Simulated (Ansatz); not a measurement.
**BAs, response to strain**

Base system: BAs in the zinc blende structure (space group F-43m, No. 216; a = 4.809 Å).

Strains are applied to the cell and any free atomic positions relax.

Level of theory: PBE in Ansatz (plane waves to 420 eV, PAW, spin-orbit coupling left out).

Notes on the quantities. energy relative to the base: free energy F.

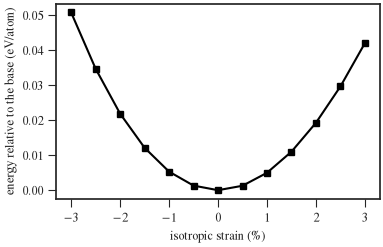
Figure. Energy relative to the base against isotropic strain

### Question
From the plot, what is the energy relative to the base for isotropic strain +2.50 %?

### Answer
About 0.030 eV/atom.

### Question
Is the trend monotonic over the range shown?

### Answer
No, it turns within the range, spanning 0 meV/atom to +51 meV/atom.

Whether these cells are dynamically stable was not tested.

Ansatz is a program for electronic structure.
